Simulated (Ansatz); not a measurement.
# CH9NSi2 (SMILES C[SiH2]N[SiH3]) at CCSD(T)/cc-pVDZ

Aim: the electronic atomisation energy of CH9NSi2 at CCSD(T)/cc-pVDZ, from 5 runs. 

Program for the calculation: Ansatz 0.2.0.

44 further runs of the same task are left out: 44 set aside as unsound or not needed. Runs told in other sessions of the task aren't counted.

### Step 1. Starting point

CH9NSi2: 13 atoms, total charge 0, spin state singlet. As SMILES, `C[SiH2]N[SiH3]`. The shape is that of a PBE0-D4/def2-TZVP optimisation. This is one conformer, not always the lowest.

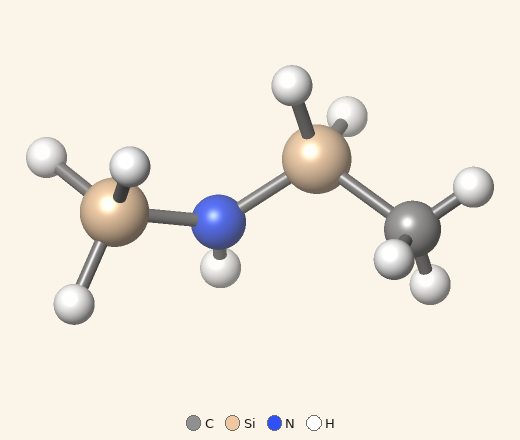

Viewed from a chosen angle; carbon grey, silicon light orange, nitrogen blue, hydrogen white.

### Step 2. A single-point energy at CCSD(T)/cc-pVDZ

molecule.yaml reads:

```yaml
basis:
  gaussian: {orbitals: cc-pVDZ}
crystal:
  periodic: [false, false, false]
  atoms:
    - {symbol: C, position_ang: [0.548000, 2.005600, -0.681400]}
    - {symbol: Si, position_ang: [-0.416900, 0.418300, -0.851600]}
    - {symbol: N, position_ang: [0.330700, -0.910900, -0.035400]}
    - {symbol: Si, position_ang: [-0.254700, -1.802600, 1.318600]}
    - {symbol: H, position_ang: [0.048800, 2.818700, -1.215900]}
    - {symbol: H, position_ang: [0.644700, 2.292400, 0.368400]}
    - {symbol: H, position_ang: [1.553200, 1.899700, -1.098200]}
    - {symbol: H, position_ang: [-0.565400, 0.112100, -2.303700]}
    - {symbol: H, position_ang: [-1.769200, 0.566800, -0.250900]}
    - {symbol: H, position_ang: [1.189600, -1.253400, -0.443100]}
    - {symbol: H, position_ang: [-1.238600, -0.954600, 2.037800]}
    - {symbol: H, position_ang: [0.874300, -2.146100, 2.226000]}
    - {symbol: H, position_ang: [-0.924100, -3.080700, 0.944100]}
accuracy: high
correlation: {method: ccsd_t, frozen_orbitals: {C: 1, H: 0, "N": 1, Si: 5}}
scf: {omitted_lower_state_checks: [cluster_reference, increment]}
```

Run with:

```
$ ansatz run molecule.yaml --threads 1 --pin off --max-ram 2610MiB --events-out events.jsonl --progress --plain --runs-dir runs
```

Standard output:

```text
Warning: RAYON_NUM_THREADS=1 ignored (pool sized by the plan → 1); use --threads N
Functional definition: HF
  name "HF"
  exchange = exact_x
  correlation = 0
these checks for a lower state are left out or cut short: cluster_reference, increment
2673 factors; integrals over basis functions are off by at most 3.8e-9 eV
mean field evaluation 1: about -18377.2803 eV, gradient 3.5e1 eV
mean field evaluation 2: about -18377.2979 eV, gradient 3.5e1 eV
mean field evaluation 4: about -18380.4151 eV, gradient 3.7e0 eV
mean field evaluation 8: about -18380.4603 eV, gradient 1.1e-4 eV
mean field -18380.46032212 eV, -675.4694581144 hartree, gradient 8.6e-9 eV, S^2 0.000000; 0 other end points of the search recorded, 0 dependent functions left out
12 core orbitals not correlated: weight in the atoms' cores, before any rotation towards them, 1.000 or more for the frozen orbitals, at most 0.000 for the correlated occupied ones
reference -18380.46032212 eV, -675.4694581144 hartree; 13, 13 occupied and 84, 84 virtual orbitals, 2673 factors
second order -14.23059789 eV of doubles, -0.00000000 eV of singles
cycle   1  -15.44608945 eV  change    -1.2e0 eV  update   8.9e-2
cycle   2  -15.94696700 eV  change   -5.0e-1 eV  update   2.7e-2
cycle   3  -16.01110826 eV  change   -6.4e-2 eV  update   9.7e-3
cycle   4  -16.00830439 eV  change    2.8e-3 eV  update   2.6e-3
cycle   5  -16.00820303 eV  change    1.0e-4 eV  update   8.2e-4
cycle   6  -16.00808638 eV  change    1.2e-4 eV  update   2.3e-4
cycle   7  -16.00802339 eV  change    6.3e-5 eV  update   7.6e-5
cycle   8  -16.00802702 eV  change   -3.6e-6 eV  update   2.6e-5
cycle   9  -16.00802620 eV  change    8.2e-7 eV  update   7.7e-6
cycle  10  -16.00802255 eV  change    3.7e-6 eV  update   2.9e-6
cycle  11  -16.00802354 eV  change   -1.0e-6 eV  update   1.0e-6
cycle  12  -16.00802423 eV  change   -6.9e-7 eV  update   3.1e-7
cycle  13  -16.00802461 eV  change   -3.7e-7 eV  update   1.3e-7
cycle  14  -16.00802471 eV  change   -1.0e-7 eV  update   6.0e-8
cycle  15  -16.00802472 eV  change   -8.9e-9 eV  update   3.5e-8
cycle  16  -16.00802472 eV  change    1.3e-9 eV  update   2.5e-8
cycle  17  -16.00802456 eV  change    1.6e-7 eV  update   1.2e-7
cycle  18  -16.00802456 eV  change  -1.2e-11 eV  update   2.6e-8
cycle  19  -16.00802455 eV  change    7.6e-9 eV  update   6.4e-9
cycle  20  -16.00802455 eV  change    2.5e-9 eV  update   2.0e-9
cycle  21  -16.00802455 eV  change   5.7e-10 eV  update  6.6e-10
perturbative correction -0.40532668 eV, -0.0148954809 hartree
Total energy: -18396.87367335 eV, -676.0726376468 hartree
Checks for a lower state left out: cluster_reference, increment
```

Wall time 40 s (1 thread of Intel Xeon Platinum 8259CL at 2.50GHz (Skylake/Cascade Lake), shared host); peak memory 0.91 GiB.

### Step 3. The C atom

molecule.yaml reads:

```yaml
crystal:
  periodic: [false, false, false]
  atoms:
    - {symbol: C, position_ang: [0.000000, 0.000000, 0.000000]}
basis:
  gaussian: {orbitals: cc-pVDZ}
magnetization: {spin_polarized: true, initial_magnetization: 2}
correlation: {method: ccsd_t, frozen_orbitals: {C: 1}}
accuracy: high
scf: {omitted_lower_state_checks: [cluster_reference, increment]}
```

Run the same way, it converges to -37.76038 Eh (log not shown).

### Step 4. The H atom: a single-point energy at UHF/cc-pVDZ

run.yaml reads:

```yaml
crystal:
  periodic: [false, false, false]
  atoms:
    - {symbol: H, position_ang: [0.000000, 0.000000, 0.000000]}
basis:
  gaussian:
    orbitals: cc-pVDZ
total_charge: 0
magnetization:
  spin_polarized: true
  initial_magnetization: 1
hamiltonian:
  xc: hf
accuracy: high
```

Run the same way, it converges to -0.49928 Eh (log not shown).

### Step 5. The N atom

molecule.yaml reads:

```yaml
crystal:
  periodic: [false, false, false]
  atoms:
    - {symbol: "N", position_ang: [0.000000, 0.000000, 0.000000]}
basis:
  gaussian: {orbitals: cc-pVDZ}
scf: {omitted_lower_state_checks: [cluster_reference, increment]}
magnetization: {spin_polarized: true, initial_magnetization: 3}
accuracy: high
correlation: {method: ccsd_t, frozen_orbitals: {"N": 1}}
```

Run the same way, it converges to -54.47850 Eh (log not shown).

### Step 6. The Si atom

molecule.yaml reads:

```yaml
basis:
  gaussian:
    orbitals: cc-pVDZ
crystal:
  periodic: [false, false, false]
  atoms:
    - symbol: Si
      position_ang: [0.000000, 0.000000, 0.000000]
magnetization:
  spin_polarized: true
  initial_magnetization: 2
correlation:
  method: ccsd_t
  frozen_orbitals: {Si: 5}
scf:
  omitted_lower_state_checks: [cluster_reference, increment]
accuracy: high
```

Run the same way, it converges to -288.91509 Eh (log not shown).

### Step 7. Outcome

At CCSD(T)/cc-pVDZ, 12 core orbitals frozen:

| quantity | value |
| --- | --- |
| molecule: total energy | -676.07264 Eh |
| molecule: correlation energy (12 core orbitals frozen) | -603.2 mEh |
| molecule: (T) correction | -14.90 mEh |
| molecule: T1 diagnostic | 0.010 |
| C atom: total energy | -37.76038 Eh |
| C atom: correlation energy (1 core orbital frozen) | -73.8 mEh |
| C atom: (T) correction | -0.93 mEh |
| C atom: ⟨S²⟩ of the reference determinant | 2.006 |
| C atom: T1 diagnostic | 0.007 |
| H atom: total energy | -0.49928 Eh |
| H atom: ⟨S²⟩ | 0.750 |
| N atom: total energy | -54.47850 Eh |
| N atom: correlation energy (1 core orbital frozen) | -87.4 mEh |
| N atom: (T) correction | -0.63 mEh |
| N atom: ⟨S²⟩ of the reference determinant | 3.754 |
| N atom: T1 diagnostic | 0.004 |
| Si atom: total energy | -288.91509 Eh |
| Si atom: correlation energy (5 core orbitals frozen) | -65.0 mEh |
| Si atom: (T) correction | -1.00 mEh |
| Si atom: ⟨S²⟩ of the reference determinant | 2.011 |
| Si atom: T1 diagnostic | 0.010 |
| electronic atomisation energy | 41.091 eV |

Taking the molecule apart into free atoms costs 41.09 eV (3965 kJ/mol), before zero-point energy and without spin-orbit coupling. The triples (molecule) make up 2.5 % of the correlation energy. The triples (C atom) make up 1.3 % of the correlation energy. The triples (N atom) make up 0.7 % of the correlation energy. The triples (Si atom) make up 1.5 % of the correlation energy.
